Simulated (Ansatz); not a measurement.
# SiAs3, from a guessed structure to a relaxed one

This structure for SiAs3 is made up. Its elements were placed in a known structure type with a cell scaled to their sizes. What cell does the guess relax to, and how far off was it?

Calculated with Ansatz 0.2.0; DFT, PBE, plane-wave PAW, files of the set soft_1, scalar-relativistic, no spin, cell and ions relaxed at zero pressure; PAW set soft_1, in the first sound run; inputs show where later runs differ.

### 1. The structure

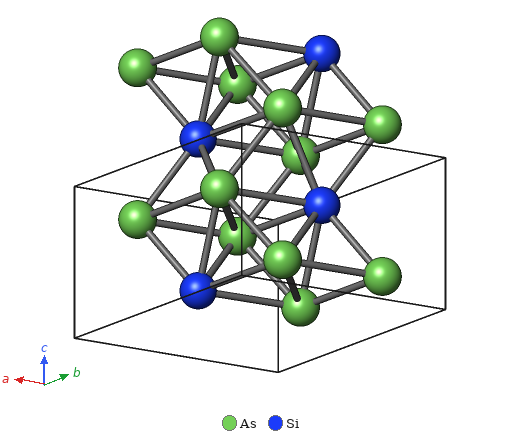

Start, viewed from a free direction; arsenic green, silicon blue. 1×1×2 cells are drawn.

### 2. Relaxing cell and atoms

The guessed cell has no reason to be at equilibrium. It is relaxed with the atoms, within the space group of the guess.

input.yaml reads:

```yaml
crystal:
  lattice:
    - [5.932, 0.0, 0.0]
    - [-2.966, 5.137262695, 0.0]
    - [0.0, 0.0, 4.646]
  atoms:
    - { symbol: As, position: [0.170100005, 0.34020001, 0.25] }
    - { symbol: As, position: [0.170100005, 0.829899995, 0.25] }
    - { symbol: As, position: [0.65979999, 0.829899995, 0.25] }
    - { symbol: As, position: [0.829899995, 0.65979999, 0.75] }
    - { symbol: As, position: [0.829899995, 0.170100005, 0.75] }
    - { symbol: As, position: [0.34020001, 0.170100005, 0.75] }
    - { symbol: Si, position: [0.333333333, 0.666666667, 0.75] }
    - { symbol: Si, position: [0.666666667, 0.333333333, 0.25] }
kpoints:
  mp_grid: { grid: [5, 5, 6] }
scf:
  occupations: { method: fermi_dirac, width: 0.05 }
hamiltonian:
  xc: pbe
  pseudopotentials: { kind: paw, azcp: { folder: soft_1 } }
relax:
  f_tol: 0.015
  max_steps: 70
  cell: {}
output:
  forces: true
  stress: true
```

Command:

```console
$ ansatz run input.yaml --threads 4 --pin off --max-ram 10240MiB --backend cpu --events-out ev --progress --plain --runs-dir out
```

Numbers of over 12 decimals in the logs are rounded to 6 here.

What it wrote:

```text
Engine: ansatz 0.2.0, aarch64-unknown-linux-gnu
Pseudopotentials: kind: paw
Pseudopotential: As, paw, valence charge 15, recommended cutoff 420 eV (normal), soft_1/As.paw.azcp
Pseudopotential: Si, paw, valence charge 4, recommended cutoff 420 eV (normal), soft_1/Si.paw.azcp
Functional definition: PBE
  parameter kappa = 0.804
  parameter beta = 0.066725
  exchange = pbe_x(kappa = kappa, mu = beta*pi^2/3)
  correlation = pbe_c(beta = beta)
Crystal: 8 atoms, lattice volume = 141.583 Å³
Basis set: ecut = 420 eV, 2775 PW (Γ), exchange–correlation on 80×80×64 points (8 copies of the dense FFT grid, shifted against one another)
Bands: 59, of which v1, the nominal top of the filled ones, is band 49 counted from 1 (48 counted from 0)
Symmetry: 24 space group operations
Space group: P63/mmc (ITA 194), of the structure as read, at distance tolerance 5.2e-5 Å
k-points: 20 of 150
Non-local potential: As, projectors of the file, l = 0: 2, l = 1: 2, l = 2: 3, l = 3: 1
Non-local potential: Si, projectors of the file, l = 0: 2, l = 1: 2, l = 2: 1
PAW form: soft (Blöchl's): semilocal exchange-correlation on the pseudo side does not see the compensation charge
PAW one-centre angular grid: As, 590 points (default); XC on 64 Gauss nodes
PAW one-centre angular grid: Si, 110 points (default); XC on 64 Gauss nodes
Initial density: superposition of atomic densities (chi_scale 0.1, normalization cell, long waves kept (reshape's long-wave potential 0.01 eV rms))
Initial wavefunctions: pseudopotential atomic-orbital guess
Functional: x = pbe(κ = 0.804, μ = 0.219515), c = pbe(β = 0.066725)
SCF iter   1: F=—  HF=-30404.170257 eV  |F-HF|=—  |Δ(HF+E_count)|=         —  Δρ=1.59e-2  dr2=7.32e-1  ethr=3.10e-3  ⟨swp⟩=6.2  Hψ=4360  notcnv=0  defer=2
preconditioner: auto → Kerker (q_TF=auto, 2.566 Å⁻¹)  [metal: Δε(μ)=0.063 eV  Ē_g=8.385 eV  σ=0.050 eV  W_gap=0.30  n_scr=44 (ndim 8)  ℏωp=19.2 eV  f_vac=0.000  D(μ)=4.32/eV (n_scr^D=26)]
SCF iter   2: F=—  HF=-30404.052023 eV  |F-HF|=—  |Δ(HF+E_count)|=   1.18e-1  Δρ=9.87e-3  dr2=2.81e-1  ethr=7.47e-4  ⟨swp⟩=2.0  Hψ=1505  notcnv=0  defer=36
SCF iter   3: F=—  HF=-30403.979814 eV  |F-HF|=—  |Δ(HF+E_count)|=   7.22e-2  Δρ=1.47e-3  dr2=4.96e-3  ethr=2.87e-4  ⟨swp⟩=2.9  Hψ=1654  notcnv=0  defer=36
SCF iter   4: F=—  HF=-30403.978562 eV  |F-HF|=—  |Δ(HF+E_count)|=   1.25e-3  Δρ=7.16e-4  dr2=1.18e-3  ethr=5.06e-6  ⟨swp⟩=2.0  Hψ=2233  notcnv=0  defer=36
SCF iter   5: F=—  HF=-30403.978261 eV  |F-HF|=—  |Δ(HF+E_count)|=   3.01e-4  Δρ=2.39e-4  dr2=1.83e-4  ethr=1.21e-6  ⟨swp⟩=2.0  Hψ=2112  notcnv=0  defer=36
SCF iter   6: F=—  HF=-30403.978232 eV  |F-HF|=—  |Δ(HF+E_count)|=   2.90e-5  Δρ=7.40e-5  dr2=1.18e-5  ethr=1.87e-7  ⟨swp⟩=3.0  Hψ=2202  notcnv=0  defer=36
SCF iter   7: F=—  HF=-30403.978241 eV  |F-HF|=—  |Δ(HF+E_count)|=   9.46e-6  Δρ=1.56e-5  dr2=3.25e-7  ethr=1.20e-8  ⟨swp⟩=2.0  Hψ=2154  notcnv=0  defer=36
SCF iter   8: F=-30403.978241 eV  HF=-30403.978241 eV  |F-HF|=1.56e-9  |Δ(HF+E_count)|=   1.08e-8  Δρ=3.79e-6  dr2=1.31e-8  ethr=1.02e-10  ⟨swp⟩=4.3  Hψ=4209  notcnv=0
SCF 1 converged in 8 iterations: F = -30403.978241 eV  dr2 = 1.31e-8
  greatest PAW one-centre occupation: 0.999 electrons in one spin orbital (limit 2), on the As atom at site 5 (counted from 0), in its partial waves of l = 2
relax step   1: F+E_penalty+E_count = -30403.97824100 eV  Δ(F+E_penalty+E_count) = +0.000e0 eV  max|allowed force component| = 2.147e-1 eV/Å  Δτ_max = 0.0000 Å  P = +2.634 GPa  Ω = 141.583 Å³  (8 SCF iters, dr2 threshold 1.00e-7 eV, accepted)
Crystal: 8 atoms, lattice volume = 151.453 Å³
Basis set: ecut = 420 eV, 2925 PW (Γ), exchange–correlation on 80×80×64 points (8 copies of the dense FFT grid, shifted against one another)
Initial density: handed on by an earlier stage of this run
Initial wavefunctions: those handed on with the density
iter 1 solved again at ethr=9.67e-6 eV; its pass at ethr=3.10e-3 eV (dr2=9.47e-3 eV) is discarded
SCF iter   1: F=—  HF=-30404.044233 eV  |F-HF|=—  |Δ(HF+E_count)|=         —  Δρ=3.10e-3  dr2=1.00e-2  ethr=9.67e-6  ⟨swp⟩=2.1  Hψ=6576  notcnv=0
preconditioner: auto → Kerker (q_TF=auto, 2.537 Å⁻¹)  [metal: Δε(μ)=0.025 eV  Ē_g=8.057 eV  σ=0.050 eV  W_gap=0.12  n_scr=44 (ndim 8)  ℏωp=18.6 eV  f_vac=0.000  D(μ)=5.75/eV (n_scr^D=44)]
SCF iter   2: F=—  HF=-30404.043624 eV  |F-HF|=—  |Δ(HF+E_count)|=   6.09e-4  Δρ=1.88e-3  dr2=3.83e-3  ethr=9.67e-6  ⟨swp⟩=1.0  Hψ=1180  notcnv=0
SCF iter   3: F=—  HF=-30404.043724 eV  |F-HF|=—  |Δ(HF+E_count)|=   9.95e-5  Δρ=2.42e-4  dr2=1.91e-4  ethr=3.91e-6  ⟨swp⟩=2.0  Hψ=1511  notcnv=0
SCF iter   4: F=—  HF=-30404.043600 eV  |F-HF|=—  |Δ(HF+E_count)|=   1.23e-4  Δρ=1.35e-4  dr2=4.53e-5  ethr=1.95e-7  ⟨swp⟩=2.0  Hψ=2148  notcnv=0
SCF iter   5: F=—  HF=-30404.043595 eV  |F-HF|=—  |Δ(HF+E_count)|=   5.53e-6  Δρ=3.84e-5  dr2=1.98e-6  ethr=4.63e-8  ⟨swp⟩=2.0  Hψ=2157  notcnv=0
SCF iter   6: F=-30404.043595 eV  HF=-30404.043595 eV  |F-HF|=7.61e-8  |Δ(HF+E_count)|=   1.18e-7  Δρ=1.72e-5  dr2=2.97e-7  ethr=8.16e-10  ⟨swp⟩=5.0  Hψ=4365  notcnv=0
SCF 2 converged in 6 iterations: F = -30404.043595 eV  dr2 = 2.97e-7
  greatest PAW one-centre occupation: 0.999 electrons in one spin orbital (limit 2), on the As atom at site 4 (counted from 0), in its partial waves of l = 2
relax step   2: F+E_penalty+E_count = -30404.04359477 eV  Δ(F+E_penalty+E_count) = -6.535e-2 eV  max|allowed force component| = 1.995e-1 eV/Å  Δτ_max = 0.0585 Å  P = -2.176 GPa  Ω = 151.453 Å³  energy of the carried Pulay correction = -1.614e-3 eV  (6 SCF iters, dr2 threshold 8.00e-7 eV, accepted)
Crystal: 8 atoms, lattice volume = 149.215 Å³
Basis set: ecut = 420 eV, 2877 PW (Γ), exchange–correlation on 80×80×64 points (8 copies of the dense FFT grid, shifted against one another)
iter 1 solved again at ethr=2.21e-6 eV; its pass at ethr=3.10e-3 eV (dr2=2.17e-3 eV) is discarded
SCF iter   1: F=—  HF=-30404.091285 eV  |F-HF|=—  |Δ(HF+E_count)|=         —  Δρ=1.22e-3  dr2=2.17e-3  ethr=2.21e-6  ⟨swp⟩=2.5  Hψ=6119  notcnv=0
preconditioner: auto → Kerker (q_TF=auto, 2.544 Å⁻¹)  [metal: Δε(μ)=0.053 eV  Ē_g=8.155 eV  σ=0.050 eV  W_gap=0.26  n_scr=44 (ndim 8)  ℏωp=18.7 eV  f_vac=0.000  D(μ)=5.48/eV (n_scr^D=44)]
SCF iter   2: F=—  HF=-30404.091185 eV  |F-HF|=—  |Δ(HF+E_count)|=   9.99e-5  Δρ=7.66e-4  dr2=1.10e-3  ethr=2.21e-6  ⟨swp⟩=1.0  Hψ=1180  notcnv=0
SCF iter   3: F=—  HF=-30404.091093 eV  |F-HF|=—  |Δ(HF+E_count)|=   9.23e-5  Δρ=1.25e-4  dr2=6.19e-5  ethr=1.13e-6  ⟨swp⟩=2.0  Hψ=1400  notcnv=0
SCF iter   4: F=—  HF=-30404.091011 eV  |F-HF|=—  |Δ(HF+E_count)|=   8.22e-5  Δρ=6.10e-5  dr2=1.38e-5  ethr=6.32e-8  ⟨swp⟩=2.0  Hψ=2151  notcnv=0
[...]
[... from here on, the SCF cycles and remarks between the steps are left out ...]
relax step   4: F+E_penalty+E_count = -30404.17977590 eV  Δ(F+E_penalty+E_count) = -8.877e-2 eV  max|allowed force component| = 1.576e-1 eV/Å  Δτ_max = 0.0889 Å  P = +3.126 GPa  Ω = 147.950 Å³  energy of the carried Pulay correction = -1.054e-3 eV  (7 SCF iters, dr2 threshold 8.00e-7 eV, accepted)
relax step   5: F+E_penalty+E_count = -30404.20885042 eV  Δ(F+E_penalty+E_count) = -2.907e-2 eV  max|allowed force component| = 6.900e-2 eV/Å  Δτ_max = 0.0150 Å  P = +1.162 GPa  Ω = 150.267 Å³  energy of the carried Pulay correction = -1.426e-3 eV  (6 SCF iters, dr2 threshold 8.00e-7 eV, accepted)
relax step   6: F+E_penalty+E_count = -30404.28888314 eV  Δ(F+E_penalty+E_count) = -8.003e-2 eV  max|allowed force component| = 1.393e-1 eV/Å  Δτ_max = 0.0505 Å  P = +0.476 GPa  Ω = 158.048 Å³  energy of the carried Pulay correction = -2.634e-3 eV  (6 SCF iters, dr2 threshold 8.00e-7 eV, accepted)
relax step   7: F+E_penalty+E_count = -30404.28302633 eV  Δ(F+E_penalty+E_count) = +5.857e-3 eV  max|allowed force component| = 3.258e-1 eV/Å  Δτ_max = 0.0181 Å  P = -0.810 GPa  Ω = 164.305 Å³  energy of the carried Pulay correction = -3.561e-3 eV  (7 SCF iters, dr2 threshold 8.00e-7 eV, rejected (line search))
relax step   8: F+E_penalty+E_count = -30404.34334071 eV  Δ(F+E_penalty+E_count) = -5.446e-2 eV  max|allowed force component| = 7.957e-2 eV/Å  Δτ_max = 0.0159 Å  P = -0.648 GPa  Ω = 159.582 Å³  energy of the carried Pulay correction = -2.865e-3 eV  (10 SCF iters, accepted)
relax step   9: F+E_penalty+E_count = -30404.38461592 eV  Δ(F+E_penalty+E_count) = -4.128e-2 eV  max|allowed force component| = 6.774e-2 eV/Å  Δτ_max = 0.0351 Å  P = -0.899 GPa  Ω = 157.645 Å³  energy of the carried Pulay correction = -2.573e-3 eV  (6 SCF iters, dr2 threshold 8.00e-7 eV, accepted)
relax step  10: F+E_penalty+E_count = -30404.39939386 eV  Δ(F+E_penalty+E_count) = -1.478e-2 eV  max|allowed force component| = 3.357e-2 eV/Å  Δτ_max = 0.0163 Å  P = -0.418 GPa  Ω = 155.293 Å³  energy of the carried Pulay correction = -2.213e-3 eV  (5 SCF iters, dr2 threshold 8.00e-7 eV, accepted)
relax step  11: F+E_penalty+E_count = -30404.40435878 eV  Δ(F+E_penalty+E_count) = -4.965e-3 eV  max|allowed force component| = 6.368e-3 eV/Å  Δτ_max = 0.0110 Å  P = -0.061 GPa  Ω = 153.586 Å³  energy of the carried Pulay correction = -1.949e-3 eV  (5 SCF iters, dr2 threshold 8.00e-7 eV, accepted)
relax step  12: F+E_penalty+E_count = -30404.40443957 eV  Δ(F+E_penalty+E_count) = -8.078e-5 eV  max|allowed force component| = 1.982e-4 eV/Å  Δτ_max = 0.0004 Å  P = +0.013 GPa  Ω = 153.445 Å³  energy of the carried Pulay correction = -1.927e-3 eV  (3 SCF iters, dr2 threshold 3.15e-8 eV, accepted)
relax step  13: F+E_penalty+E_count = -30404.41233825 eV  Δ(F+E_penalty+E_count) = -7.899e-3 eV  max|allowed force component| = 6.311e-5 eV/Å  Δτ_max = 0.0000 Å  P = +0.092 GPa  Ω = 153.445 Å³  stress off target by 1.89e-1 GPa  SCF on the basis re-selected at this cell (its energy is not comparable with the rows above)  (6 SCF iters)
relax step  14: F+E_penalty+E_count = -30404.41243149 eV  Δ(F+E_penalty+E_count) = -9.324e-5 eV  max|allowed force component| = 3.521e-4 eV/Å  Δτ_max = 0.0008 Å  P = +0.004 GPa  Ω = 153.716 Å³  energy of the carried Pulay correction = -4.037e-5 eV  (3 SCF iters, dr2 threshold 8.93e-8 eV, accepted)
iter 1 solved again at ethr=1.82e-8 eV; its pass at ethr=3.10e-3 eV (dr2=1.79e-5 eV) is discarded
SCF iter   1: F=—  HF=-30404.412422 eV  |F-HF|=—  |Δ(HF+E_count)|=         —  Δρ=8.48e-6  dr2=8.87e-8  ethr=1.82e-8  ⟨swp⟩=3.9  Hψ=7272  notcnv=0
preconditioner: auto → Kerker (q_TF=auto, 2.531 Å⁻¹)  [metal: Δε(μ)=0.112 eV  Ē_g=8.143 eV  σ=0.050 eV  W_gap=0.46  n_scr=46 (ndim 8)  ℏωp=18.5 eV  f_vac=0.000  D(μ)=3.07/eV (n_scr^D=20)]
SCF iter   2: F=—  HF=-30404.412465 eV  |F-HF|=—  |Δ(HF+E_count)|=   4.35e-5  Δρ=4.99e-6  dr2=4.57e-8  ethr=9.05e-11  ⟨swp⟩=2.0  Hψ=2158  notcnv=0
SCF iter   3: F=—  HF=-30404.412465 eV  |F-HF|=—  |Δ(HF+E_count)|=   4.21e-8  Δρ=2.36e-6  dr2=1.67e-8  ethr=4.66e-11  ⟨swp⟩=1.0  Hψ=1180  notcnv=0
SCF iter   4: F=—  HF=-30404.412465 eV  |F-HF|=—  |Δ(HF+E_count)|=  6.26e-10  Δρ=7.30e-7  dr2=1.16e-9  ethr=1.71e-11  ⟨swp⟩=2.0  Hψ=1523  notcnv=0
SCF iter   5: F=—  HF=-30404.412465 eV  |F-HF|=—  |Δ(HF+E_count)|=   1.43e-9  Δρ=1.97e-7  dr2=1.33e-10  ethr=1.18e-12  ⟨swp⟩=2.0  Hψ=1435  notcnv=0
SCF iter   6: F=-30404.412465 eV  HF=-30404.412465 eV  |F-HF|=7.28e-12  |Δ(HF+E_count)|=  7.28e-12  Δρ=6.25e-8  dr2=3.94e-12  ethr=1.00e-12  ⟨swp⟩=4.0  Hψ=3531  notcnv=0
SCF 15 converged in 6 iterations: F = -30404.412465 eV  dr2 = 3.94e-12
relax step  15: F+E_penalty+E_count = -30404.41246522 eV  Δ(F+E_penalty+E_count) = -3.373e-5 eV  max|allowed force component| = 3.424e-4 eV/Å  Δτ_max = 0.0000 Å  P = +0.004 GPa  Ω = 153.716 Å³  stress off target by 1.05e-2 GPa  SCF on the basis re-selected at this cell (its energy is not comparable with the rows above)  (6 SCF iters)
basis re-selected at this cell: Δ(F+E_penalty+E_count) = -3.373e-5 eV, ΔP = -0.000 GPa vs the last step (what re-selecting the basis moved, of the pressure what is left beyond the Pulay correction that the steps carried, after the strain that the cell walked since its last selection, with what the two solves' SCF thresholds leave and, on support functions, any second-order correction that the steps lacked; it is no m [...]
SCF converged after 6 iterations
Free energy (F): -30404.412465 eV
Harris-Foulkes:  -30404.412465 eV  (|F-HF|=7.28e-12)
Internal energy: -30404.386877 eV  (E = F + TS)
E sigma→0 (E₀):  -30404.399671 eV
Entropy (-TS):   -0.025588 eV (-3.199 meV/atom)
Fermi energy:    10.687851 eV
--- Per-component energies (eV) ---
  E_band       = -1355.981844
  E_kinetic    = 651.773005
  E_local      = -11757.615334  (includes V_loc(G=0)·N_el)
  E_nonlocal   = -2312.367226
  E_hartree    = 6635.588990
  E_xc         = -532.566143
  E_vxc        = -534.002846  (∫ρ·V_xc dr)
  E_paw        = -13101.018388  (= ΣΔE_a)
  E_vpaw       = -674.947447  (= ΣTr[D̂ρ^β])
  E_aug_tail   = 0.000056  (compensation charges beyond the density's cutoff)
  E_ewald      = -9988.181837
  E_smearing   = -0.025588  (= −TS)
  E_closure    = -0.000000  (closes the sum)
  Σ components = -30404.412465   (vs F -30404.412465, Δ=0.00e0)
--- Forces (eV/Å), atoms counted from 1 ---
  atom   1  As     0.00000000     0.00034244     0.00000000
  atom   2  As     0.00029656    -0.00017122    -0.00000000
  atom   3  As    -0.00029656    -0.00017122    -0.00000000
  atom   4  As     0.00000000    -0.00034244    -0.00000000
  atom   5  As    -0.00029656     0.00017122     0.00000000
  atom   6  As     0.00029656     0.00017122     0.00000000
  atom   7  Si     0.00000000    -0.00000000    -0.00000000
  atom   8  Si     0.00000000     0.00000000     0.00000000
  max |Σ_I F_I| component: 2.55e-17 eV/Å
--- Stress (GPa, compression-positive) ---
        0.000234      -0.000000       0.000000
       -0.000000       0.000234       0.000000
        0.000000       0.000000       0.010502
  P = ⅓ Tr σ = 0.0037 GPa (0.037 kbar)
--- Relaxed structure (13 steps of the walk, 12 accepted, 2 SCFs on fresh bases) ---
  F+E_penalty+E_count = -30404.41246522 eV   max|allowed force component| = 3.424e-4 eV/Å   (the final SCF, on the basis selected at the relaxed cell)
  cell:  # Å, volume = 153.7155 Å³
    - [5.839433, 0, 0.0]
    - [-2.919717, 5.057098, 0.0]
    - [0.0, 0.0, 5.205299]
  atoms:
    - { symbol: As, position: [0.182219, 0.364438, 0.250000] }
    - { symbol: As, position: [0.182219, 0.817781, 0.250000] }
    - { symbol: As, position: [0.635562, 0.817781, 0.250000] }
    - { symbol: As, position: [0.817781, 0.635562, 0.750000] }
    - { symbol: As, position: [0.817781, 0.182219, 0.750000] }
    - { symbol: As, position: [0.364438, 0.182219, 0.750000] }
    - { symbol: Si, position: [0.333333, 0.666667, 0.750000] }
    - { symbol: Si, position: [0.666667, 0.333333, 0.250000] }
```

Elapsed: 31 s, on 4 threads of Arm Neoverse V2, shared host; peak memory 0.58 GiB.

Relaxation path:

```csv
step,energy less that of the first step (eV),largest force component (eV/Å),pressure (GPa),volume (Å³)
1,0.0000,0.2147,2.63,141.58
2,-0.0654,0.1995,-2.18,151.45
3,-0.1128,0.1562,-0.76,149.22
4,-0.2015,0.1576,3.13,147.95
5,-0.2306,0.0690,1.16,150.27
6,-0.3106,0.1393,0.48,158.05
7,-0.3048,0.3258,-0.81,164.31
8,-0.3651,0.0796,-0.65,159.58
9,-0.4064,0.0677,-0.90,157.65
10,-0.4212,0.0336,-0.42,155.29
11,-0.4261,0.0064,-0.06,153.59
12,-0.4262,0.0002,0.01,153.45
13*,-0.4341,0.0001,0.09,153.45
14,-0.4342,0.0004,0.00,153.72
15*,-0.4342,0.0003,0.00,153.72
```

Relaxation steps marked * repeat the geometry before them on a plane-wave basis chosen anew for their cell, so energy and pressure can jump there. Relaxation step 7 was tried and not accepted.

Forces are held to the 24 operations that the run works with; a distortion that breaks them can't arise in this run.

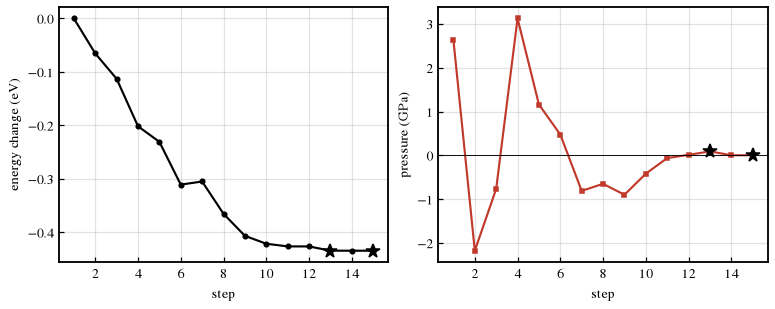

Energy and pressure along the relaxation. Stars mark steps on a basis chosen anew.

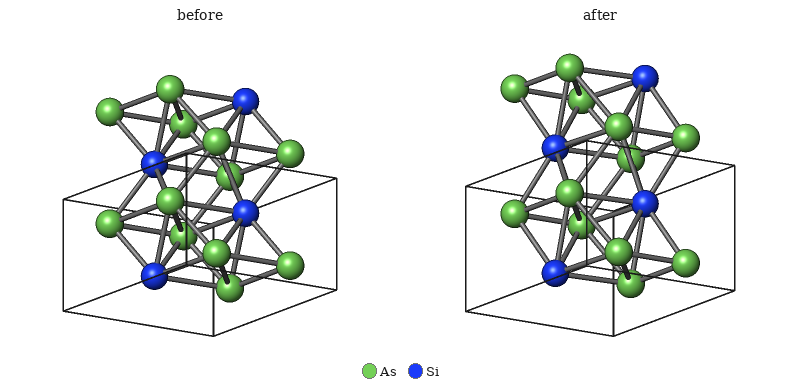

The structure before and after the relaxation, drawn at the same scale.

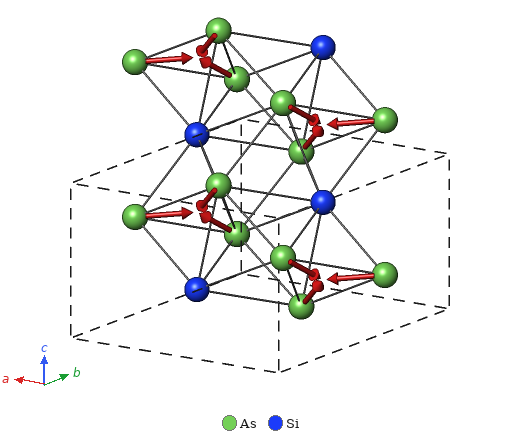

Displacements in the relaxation, exaggerated, measured against the changing cell; the longest in the cell stands for 0.12 Å. 1×1×2 cells are drawn.

```csv
cell as run,before,after,change
a (Å),5.932,5.839,-1.6 %
b (Å),5.932,5.839,-1.6 %
c (Å),4.646,5.205,+12.0 %
volume (Å³/atom),17.70,19.21,+8.6 %
```

The atoms that moved most (Å, as changes of fractional coordinates times the final cell):

```csv
atom,dx,dy,dz,length
As2,0.106,-0.061,0.000,0.123
As6,0.106,0.061,0.000,0.123
As3,-0.106,-0.061,0.000,0.123
As1,0.000,0.123,0.000,0.123
As4,0.000,-0.123,0.000,0.123
As5,-0.106,0.061,0.000,0.123
```

This step gave:

| Quantity | Value |
| --- | --- |
| free energy | -30404.4125 eV |
| energy at zero smearing | -30404.3997 eV |
| smearing term TS | 0.02559 eV |
| Fermi energy | 10.69 eV |
| electrons | 98 |
| symmetry operations | 24 |
| pressure | 0.003657 GPa |

The shortest distance of each pair, which need not be the same contact before and after:

```csv
pair,guess (Å),relaxed (Å)
As–As,2.905,2.647
As–Si,2.865,2.924
Si–Si,4.138,4.259
```

The relaxation ends with a largest force component of 3.4e-4 eV/Å and a pressure of 0.00 GPa.

(Part 1 of 2 ends here.)

[Logs are printed without paths, hosts, clocks, repeated set-up lines and the standing remarks that a program may print on its own settings, such as how far it seeks lower states.]

[Hosts, paths, dates, database ids (printed as entryN), source tags and the programs' standing remarks are cut or masked in the printed files.]
